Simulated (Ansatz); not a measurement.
## Structural relaxation of random rock-salt alloy of CaS and PbS (64 atoms)

Aim: bring random rock-salt alloy of CaS and PbS (64 atoms) to a nearby minimum of the energy and see what moves.

Program: Ansatz 0.2.0. Level of theory: Kohn-Sham DFT, PBEsol, PAW (set soft_2), plane waves. Results are calculated unless marked as measured.

## Step 1: Set-up

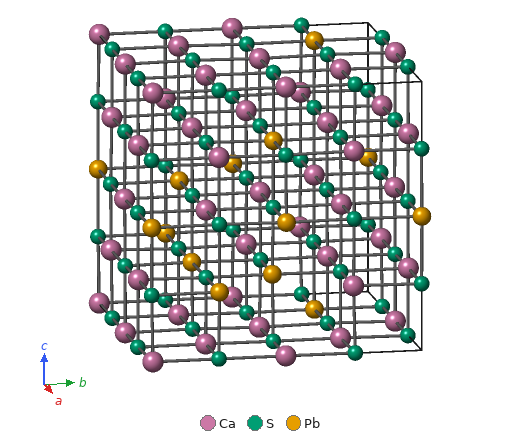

The starting structure, seen slightly off an axis (calcium pink, sulfur teal, lead orange). Some periodic images of atoms are drawn too.

The cell holds 64 atoms: 24 Ca, 32 S and 8 Pb. Cell: a = 11.503 Å, b = 11.503 Å, c = 11.503 Å, α = 90.0°, β = 90.0°, γ = 90.0°. It derives from CaS (rock-salt) and PbS, repeated 2×2×2. Rock-salt CaS, 2 x 2 x 2 conventional cells, 8 of 32 Ca sites given to Pb at random (x = 0.250), lattice by Vegard's rule (a = 5.752 Å); not relaxed, displaced by a Gaussian of 0.02 Å.

Limits known from the start: The host structure and its lattice constant were typed by rule, without a check against the phase diagram. Sampling is at Γ alone, for a cell whose shortest periodic width is 12 Å. Spin–orbit coupling is left out, which matters for the levels of the heavy elements.

## Step 2: Single point at the start

A single point comes first, to see the forces before anything moves.

Contents of input.yaml:

```yaml
crystal:
  lattice:
    - [11.503, 0.0, 0.0]
    - [0.0, 11.503, 0.0]
    - [0.0, 0.0, 11.503]
  atoms:
    - { symbol: Ca, position: [0.00096, 0.00458, 0.00048] }
    - { symbol: S, position: [0.25057, 0.00289, 0.99925] }
    - { symbol: Pb, position: [0.9997, 0.25123, 0.24903] }
    - { symbol: S, position: [0.25231, 0.24831, 0.24741] }
    - { symbol: Ca, position: [0.24917, 0.99898, 0.25242] }
    - { symbol: S, position: [0.99996, 0.99994, 0.24783] }
    - { symbol: Ca, position: [0.24804, 0.24855, 0.00027] }
    - { symbol: S, position: [0.00121, 0.24888, 0.00083] }
    - { symbol: Pb, position: [0.00229, 0.00012, 0.49935] }
    - { symbol: S, position: [0.24721, 0.99748, 0.49757] }
    - { symbol: Ca, position: [0.9984, 0.24933, 0.75013] }
    - { symbol: S, position: [0.24641, 0.24995, 0.74901] }
    - { symbol: Ca, position: [0.25041, 0.00165, 0.74648] }
    - { symbol: S, position: [0.99887, 0.99973, 0.74991] }
    - { symbol: Pb, position: [0.25172, 0.25072, 0.50043] }
    - { symbol: S, position: [0.00104, 0.25008, 0.50122] }
    - { symbol: Ca, position: [0.00042, 0.49684, 0.0013] }
    - { symbol: S, position: [0.24843, 0.50145, 0.99699] }
    - { symbol: Ca, position: [0.99688, 0.74817, 0.25052] }
    - { symbol: S, position: [0.25248, 0.74835, 0.25108] }
    - { symbol: Ca, position: [0.24894, 0.49908, 0.25163] }
    - { symbol: S, position: [0.00387, 0.4995, 0.2518] }
    - { symbol: Pb, position: [0.25042, 0.75164, 0.99924] }
    - { symbol: S, position: [0.99944, 0.75404, 0.00068] }
    - { symbol: Pb, position: [0.99778, 0.49968, 0.49693] }
    - { symbol: S, position: [0.25475, 0.49898, 0.50016] }
    - { symbol: Ca, position: [0.99893, 0.74961, 0.7523] }
    - { symbol: S, position: [0.24689, 0.75099, 0.7495] }
    - { symbol: Ca, position: [0.25065, 0.49863, 0.75006] }
    - { symbol: S, position: [0.99834, 0.49714, 0.74818] }
    - { symbol: Ca, position: [0.25008, 0.75086, 0.49926] }
    - { symbol: S, position: [0.9998, 0.75027, 0.50004] }
    - { symbol: Ca, position: [0.50175, 0.00125, 0.99953] }
    - { symbol: S, position: [0.74805, 0.99878, 0.99983] }
    - { symbol: Pb, position: [0.49901, 0.24822, 0.25107] }
    - { symbol: S, position: [0.74997, 0.25116, 0.24881] }
    - { symbol: Ca, position: [0.74788, 0.00061, 0.25098] }
    - { symbol: S, position: [0.50004, 0.00102, 0.24817] }
    - { symbol: Ca, position: [0.74861, 0.2499, 0.00124] }
    - { symbol: S, position: [0.49837, 0.25109, 0.00213] }
    - { symbol: Ca, position: [0.50017, 0.99891, 0.49738] }
    - { symbol: S, position: [0.75149, 0.99784, 0.50091] }
    - { symbol: Ca, position: [0.49895, 0.24863, 0.75128] }
    - { symbol: S, position: [0.75262, 0.25098, 0.752] }
    - { symbol: Ca, position: [0.74821, 0.00071, 0.75106] }
    - { symbol: S, position: [0.5003, 0.00047, 0.74826] }
    - { symbol: Ca, position: [0.74791, 0.25117, 0.49953] }
    - { symbol: S, position: [0.49785, 0.25045, 0.4988] }
    - { symbol: Ca, position: [0.50131, 0.49789, 0.99861] }
    - { symbol: S, position: [0.75094, 0.4999, 0.00088] }
    - { symbol: Ca, position: [0.50133, 0.75022, 0.25211] }
    - { symbol: S, position: [0.74849, 0.74964, 0.2486] }
    - { symbol: Pb, position: [0.74815, 0.49688, 0.24976] }
    - { symbol: S, position: [0.49615, 0.50336, 0.24813] }
    - { symbol: Ca, position: [0.75376, 0.74828, 0.00298] }
    - { symbol: S, position: [0.49885, 0.75058, 0.00218] }
    - { symbol: Ca, position: [0.49972, 0.50083, 0.50088] }
    - { symbol: S, position: [0.75205, 0.49922, 0.49936] }
    - { symbol: Ca, position: [0.50236, 0.74969, 0.74988] }
    - { symbol: S, position: [0.75101, 0.74823, 0.74939] }
    - { symbol: Pb, position: [0.75252, 0.49989, 0.74778] }
    - { symbol: S, position: [0.50095, 0.50061, 0.74788] }
    - { symbol: Ca, position: [0.74894, 0.75226, 0.49997] }
    - { symbol: S, position: [0.50125, 0.74731, 0.50004] }
kpoints:
  mp_grid: { grid: [1, 1, 1] }
hamiltonian:
  xc: pbesol
scf:
  occupations: { method: fermi_dirac, width: 0.05 }
output:
  forces: true
  stress: true
  populations: intrinsic
  dos:
    method: { smearing: { sigma: 0.15 } }
    de: 0.1
    projected: { site_lists: { Ca: [Ca], Pb: [Pb], S: [S] } }
  eigenvalues: true
```

Started as:

```
$ ansatz run input.yaml --threads 4 --pin off --max-ram 8192MiB --backend cpu --events-out ev --progress --plain --runs-dir out
```

Numbers of over 12 decimals in the logs are rounded to 6 here.

The log of the run:

```text
Engine: ansatz 0.2.0, x86_64-unknown-linux-gnu
Pseudopotentials: kind: paw
Pseudopotential: Ca, paw, valence charge 10, recommended cutoff 420 eV (normal), Ca.paw.azcp
Pseudopotential: S, paw, valence charge 6, recommended cutoff 420 eV (normal), S.paw.azcp
Pseudopotential: Pb, paw, valence charge 14, recommended cutoff 420 eV (normal), Pb.paw.azcp
[... 3 lines on functional and potentials left out ...]
Crystal: 64 atoms, lattice volume = 1522.066 Å³
Basis set: ecut = 420 eV, 29711 PW (Γ), exchange–correlation on 160×160×160 points (8 copies of the dense FFT grid, shifted against one another)
Bands: 336, of which v1, the nominal top of the filled ones, is band 272 counted from 1 (271 counted from 0)
Symmetry: 1 space group operations
Space group: P1 (ITA 1), of the structure as read, at distance tolerance 1.2e-4 Å
k-points: 1
[... 10 lines on functional and potentials left out ...]
Initial density: superposition of atomic densities (neutral atoms: chi_scale 0, normalization atom), corrected by the library's trained network
Initial wavefunctions: pseudopotential atomic-orbital guess
Functional: x = pbesol(κ = 0.804, μ = 0.123457), c = pbesol(β = 0.046)
SCF iter   1: F=—  HF=-165517.983388 eV  |F-HF|=—  |Δ(HF+E_count)|=         —  Δρ=5.07e-3  dr2=5.91e-1  ethr=1.77e-3  ⟨swp⟩=11.0  Hψ=1837  notcnv=0  defer=14
preconditioner: auto → Resta (q_TF=auto, 2.298 Å⁻¹)  ε∞=3.0  [insulator: Δε(μ)=1.836 eV  Ē_g=14.987 eV  σ=0.050 eV  W_gap=1.00  n_scr=304 (ndim 8)  ℏωp=21.2 eV  f_vac=0.000  D(μ)=0.00/eV (n_scr^D=0)  ε∞_Penn≈3.0]
SCF iter   2: F=—  HF=-165517.844461 eV  |F-HF|=—  |Δ(HF+E_count)|=   1.39e-1  Δρ=2.11e-3  dr2=6.85e-2  ethr=1.09e-4  ⟨swp⟩=2.0  Hψ=496  notcnv=0  defer=49
SCF iter   3: F=—  HF=-165517.831833 eV  |F-HF|=—  |Δ(HF+E_count)|=   1.26e-2  Δρ=6.59e-4  dr2=6.10e-3  ethr=1.26e-5  ⟨swp⟩=2.0  Hψ=381  notcnv=0  defer=49
SCF iter   4: F=—  HF=-165517.831854 eV  |F-HF|=—  |Δ(HF+E_count)|=   2.07e-5  Δρ=1.64e-4  dr2=6.84e-4  ethr=1.12e-6  ⟨swp⟩=2.0  Hψ=461  notcnv=0  defer=49
SCF iter   5: F=—  HF=-165517.831849 eV  |F-HF|=—  |Δ(HF+E_count)|=   4.23e-6  Δρ=4.65e-5  dr2=4.48e-5  ethr=1.26e-7  ⟨swp⟩=3.0  Hψ=390  notcnv=0  defer=49
SCF iter   6: F=—  HF=-165517.834011 eV  |F-HF|=—  |Δ(HF+E_count)|=   2.16e-3  Δρ=1.41e-5  dr2=4.53e-6  ethr=8.23e-9  ⟨swp⟩=3.0  Hψ=534  notcnv=0  defer=49
SCF iter   7: F=—  HF=-165517.834012 eV  |F-HF|=—  |Δ(HF+E_count)|=   1.05e-6  Δρ=4.80e-6  dr2=5.28e-7  ethr=8.34e-10  ⟨swp⟩=3.0  Hψ=437  notcnv=0  defer=49
SCF iter   8: F=-165517.834012 eV  HF=-165517.834012 eV  |F-HF|=2.15e-9  |Δ(HF+E_count)|=   2.06e-7  Δρ=1.27e-6  dr2=3.92e-8  ethr=1.84e-11  ⟨swp⟩=17.0  Hψ=2033  notcnv=0
SCF 1 converged in 8 iterations: F = -165517.834012 eV  dr2 = 3.92e-8
  greatest PAW one-centre occupation: 0.996 electrons in one spin orbital (limit 2), on the Ca atom at site 6 (counted from 0), in its partial waves of l = 0
SCF converged after 8 iterations
Free energy (F): -165517.834012 eV
Harris-Foulkes:  -165517.834012 eV  (|F-HF|=2.15e-9)
Internal energy: -165517.834012 eV  (E = F + TS)
E sigma→0 (E₀):  -165517.834012 eV
Entropy (-TS):   -0.000000 eV (-0.000 meV/atom)
Fermi energy:    7.947116 eV
--- Per-component energies (eV) ---
  E_band       = -3685.244109
  E_kinetic    = 12409.952445
  E_local      = -30055.174969  (includes V_loc(G=0)·N_el)
  E_nonlocal   = 5273.902369
  E_hartree    = 10518.053139
  E_xc         = -8125.289307
  E_vxc        = -7992.649343  (∫ρ·V_xc dr)
  E_paw        = -120798.345549  (= ΣΔE_a)
  E_vpaw       = -4357.387796  (= ΣTr[D̂ρ^β])
  E_aug_tail   = 0.000298  (compensation charges beyond the density's cutoff)
  E_ewald      = -34746.262813
  E_core_change = 5.330374  (= ΣΔE_core)
  E_smearing   = -0.000000  (= −TS)
  E_closure    = -0.000000  (closes the sum)
  Σ components = -165517.834012   (vs F -165517.834012, Δ=0.00e0)
--- Forces (eV/Å), atoms counted from 1 ---
  atom   1  Ca    -0.03397948    -0.24719497    -0.04246320
  atom   2  S      0.02997539     0.42131468    -0.00040069
  atom   3  Pb     0.09774932    -0.18141092     0.17377637
  atom   4  S     -0.15118430     0.06026860    -0.41864822
  atom   5  Ca    -0.01298868     0.01334949    -0.21942600
  atom   6  S     -0.05622017    -0.39709197    -0.34425632
  atom   7  Ca     0.10842410     0.08964181     0.01543828
  atom   8  S     -0.14596051     0.12768375    -0.44265490
  atom   9  Pb    -0.20947165    -0.07454736     0.01898448
  atom  10  S      0.71513980    -0.37854281     0.07663047
  atom  11  Ca     0.06016584    -0.02856604    -0.10827329
  atom  12  S      0.17904747    -0.03614050     0.49761957
  atom  13  Ca    -0.08038232    -0.10268018     0.16500399
  atom  14  S      0.06261598     0.05671239     0.41960785
[...]
atom  63  Ca     0.15183326    -0.13860719    -0.00102561
  atom  64  S      0.00483317     0.17688586     0.05582135
  max |Σ_I F_I| component: 8.86e-5 eV/Å
--- Stress (GPa, compression-positive) ---
       -0.557126      -0.003069      -0.003797
       -0.003069      -0.520313       0.001578
       -0.003797       0.001578      -0.537090
  P = ⅓ Tr σ = -0.5382 GPa (-5.382 kbar)
--- Band table (eV) ---
  k-point 0: bands = ["-32.9911", "-32.9779", "-32.9759", "-32.9692", [... 320 levels ...], "11.4138", "11.4266", "11.4482", "11.4624", "11.4776", "11.4887", "11.5097", "11.5171", "11.5274", "11.5445", "11.5524", "11.5568"]
--- intrinsic populations: 64 sites ---
  site symbol       q [e]
     0     Ca      8.4588
     1      S      7.3473
     2     Pb     13.6209
[...]
63      S      7.5554
  spilling = 0.000000 (of n_electrons = 544.000000)
```

Elapsed: 44 s, on 4 threads of AMD EPYC 7R43, shared host; peak memory 1.8 GiB; 2.4 min of CPU time.

The column dr2 measures how far the density is from self-consistency, as an energy; F and HF (Harris–Foulkes) agree once it is small.

Read from the output:

- free energy: -165517.8340 eV
- free energy per atom: -2586.2162 eV/atom
- SCF cycles: 8
- pressure: -0.5382 GPa
- r.m.s. force component: 0.2357 eV/Å
- longest force: 0.9101 eV/Å
- Fermi energy: 7.947 eV
- gap (highest filled to lowest empty level): 1.806 eV

The r.m.s. force component of 0.24 eV/Å and the pressure of -0.54 GPa set the starting point.

Length of the force by element:

```
element  coordination  atoms  mean length of the force (eV/Å)  spread   least   most
     Ca           all     24                            0.166  0.0469  0.0588  0.253
     Pb           all      8                            0.208  0.0756  0.0494  0.313
      S           all     32                            0.505   0.208  0.0704  0.910
```

## Step 3: Relaxation

With the cell held, the atoms are moved downhill towards a nearby minimum.

input.yaml, the sections that differ from step 2:

```yaml
output:
  forces: true
relax:
  f_tol: 0.05
  max_steps: 200
# crystal, kpoints, hamiltonian, scf: as in step 2
```

The log of the run:

```text
[...]
Crystal: 64 atoms, lattice volume = 1522.066 Å³
Basis set: ecut = 420 eV, 29711 PW (Γ), exchange–correlation on 160×160×160 points (8 copies of the dense FFT grid, shifted against one another)
Bands: 336, of which v1, the nominal top of the filled ones, is band 272 counted from 1 (271 counted from 0)
Symmetry: 1 space group operations
[...]
k-points: 1
[...]
SCF iter   1: F=—  HF=-165517.983389 eV  |F-HF|=—  |Δ(HF+E_count)|=         —  Δρ=5.07e-3  dr2=5.91e-1  ethr=1.77e-3  ⟨swp⟩=11.0  Hψ=1837  notcnv=0  defer=14
[...]
SCF iter   6: F=-165517.834010 eV  HF=-165517.834011 eV  |F-HF|=9.32e-7  |Δ(HF+E_count)|=   1.18e-5  Δρ=1.39e-5  dr2=4.48e-6  ethr=8.25e-9  ⟨swp⟩=3.0  Hψ=1049  notcnv=0
SCF 1 converged in 6 iterations: F = -165517.834010 eV  dr2 = 4.48e-6
[...]
relax step   1: F+E_penalty+E_count = -165517.83401000 eV  Δ(F+E_penalty+E_count) = +0.000e0 eV  max|allowed force component| = 7.151e-1 eV/Å  Δτ_max = 0.0000 Å  (6 SCF iters, dr2 threshold 6.25e-5 eV, accepted)
[...]
relax step   2: F+E_penalty+E_count = -165518.50214904 eV  Δ(F+E_penalty+E_count) = -6.681e-1 eV  max|allowed force component| = 3.926e-1 eV/Å  Δτ_max = 0.1939 Å  (6 SCF iters, dr2 threshold 3.20e-5 eV, accepted)
[...]
relax step   3: F+E_penalty+E_count = -165518.72824430 eV  Δ(F+E_penalty+E_count) = -2.261e-1 eV  max|allowed force component| = 7.686e-2 eV/Å  Δτ_max = 0.0842 Å  (5 SCF iters, dr2 threshold 9.63e-6 eV, accepted)
[...]
relax step   4: F+E_penalty+E_count = -165518.73533278 eV  Δ(F+E_penalty+E_count) = -7.088e-3 eV  max|allowed force component| = 1.669e-2 eV/Å  Δτ_max = 0.0347 Å  (7 SCF iters, accepted)
SCF converged after 7 iterations
Free energy (F): -165518.735333 eV
[...]
Internal energy: -165518.735333 eV  (E = F + TS)
E sigma→0 (E₀):  -165518.735333 eV
Entropy (-TS):   -0.000000 eV (-0.000 meV/atom)
Fermi energy:    7.892005 eV
[...]
--- Forces (eV/Å), atoms counted from 1 ---
  atom   1  Ca    -0.00088483     0.00066558     0.00049335
  atom   2  S     -0.00111647    -0.00517656    -0.00062273
  atom   3  Pb     0.00161164     0.00041750    -0.00680951
  atom   4  S      0.01124864    -0.00616040    -0.00705381
  atom   5  Ca     0.00493534    -0.00143919    -0.00193001
  atom   6  S      0.00670365    -0.00396448    -0.00247793
  atom   7  Ca    -0.00050411    -0.00171650     0.00334319
  atom   8  S      0.00907470     0.00626548    -0.00193804
  atom   9  Pb     0.00401587     0.00001981     0.00083270
  atom  10  S      0.00991348     0.00503693     0.00058374
  atom  11  Ca    -0.00138181    -0.00559138    -0.00098674
  atom  12  S     -0.00467159     0.00559073    -0.00967809
  atom  13  Ca    -0.00332005     0.00123175     0.00176711
  atom  14  S      0.00042023    -0.00472141     0.00073589
[...]
atom  63  Ca     0.00184712    -0.00639407    -0.00154067
  atom  64  S     -0.00070920    -0.00194080    -0.00297855
  max |Σ_I F_I| component: 1.05e-4 eV/Å
--- Relaxed structure (4 steps of the walk, 4 accepted, 0 SCFs on fresh bases) ---
  F+E_penalty+E_count = -165518.73533278 eV   max|allowed force component| = 1.669e-2 eV/Å
  atoms:
    - { symbol: Ca, position: [-0.000283622, -0.000557708, -0.000965539] }
    - { symbol: S, position: [0.251393, 0.00725688, 0.999910] }
    - { symbol: Pb, position: [0.998639, 0.250008, 0.249411] }
    - { symbol: S, position: [0.249253, 0.252303, 0.239382] }
[...]
- { symbol: S, position: [0.501879, 0.749806, 0.500413] }
```

Run time: 82 s. Hardware: 4 threads; peak memory 1.8 GiB.

Relaxation path:

```
step  energy less that of the first step (eV)  largest force component (eV/Å)
   1                                   0.0000                          0.7151
   2                                  -0.6681                          0.3926
   3                                  -0.8942                          0.0769
   4                                  -0.9013                          0.0167
```

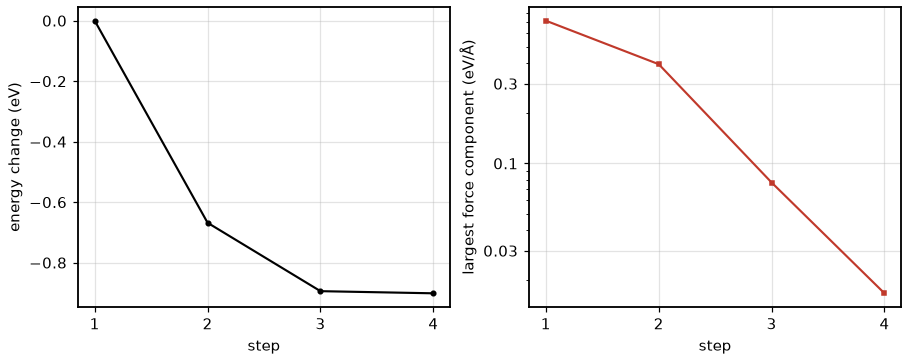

Energy and largest force along the relaxation.

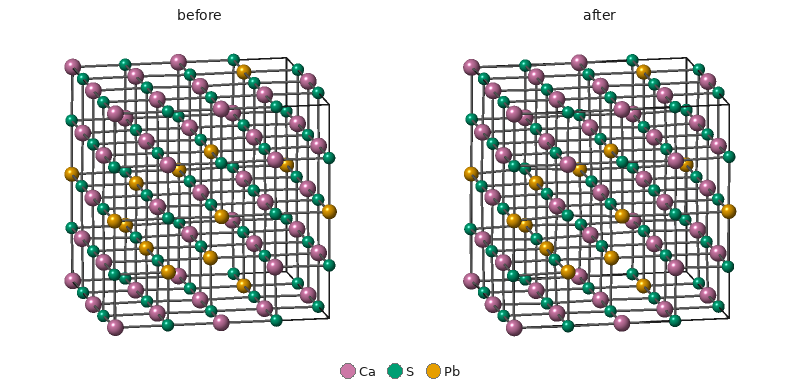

Before and after, at one scale.

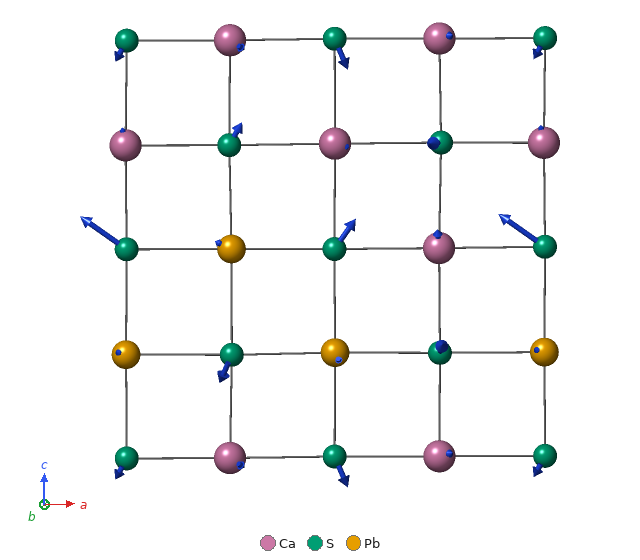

Displacements in the relaxation, exaggerated; the longest in the cell stands for 0.20 Å. Drawn is a slice 4 Å thick, seen along the normal of the ac plane.

The atoms that moved most (Å):

```
atom      dx      dy      dz  length
 S16  -0.166   0.005   0.118   0.204
 S36  -0.003  -0.163   0.044   0.168
 S58  -0.158   0.005   0.014   0.158
 S30   0.103   0.037   0.087   0.140
 S22   0.031   0.083  -0.099   0.133
 S56   0.114  -0.020  -0.044   0.124
 S48   0.067  -0.007   0.097   0.118
 S10   0.108  -0.032   0.015   0.113
```

The relaxation changed the energy by -14.1 meV/atom, and atoms moved by 0.076 Å r.m.s., 0.20 Å at most.

(Part 1 of 2 ends here.)

[Logs are printed without paths, hosts, clocks, repeated set-up lines and the standing remarks that a program may print on its own settings, such as how far it seeks lower states.]

[Hosts, paths, dates, database ids (printed as entryN), source tags and the programs' standing remarks are cut or masked in the printed files.]
